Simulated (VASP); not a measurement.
Shape and ions are relaxed at each volume.

Energy against volume of Mg3Sb2 (a-la2o3). Calculation: LDA (Ceperley-Alder, Perdew-Zunger), VASP's LDA PAW potentials (set 64) (plane waves; VASP).

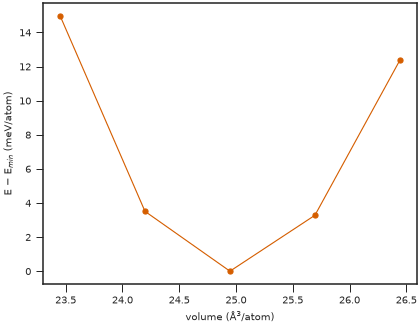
Energy against volume

Problem. Estimate the equilibrium volume and the bulk modulus.

Solution. The minimum lies near 24.9 Å³/atom, and the curvature gives B0 of about 48 GPa.

The compound is Mg3Sb2 in the a-la2o3 structure. It was relaxed first.
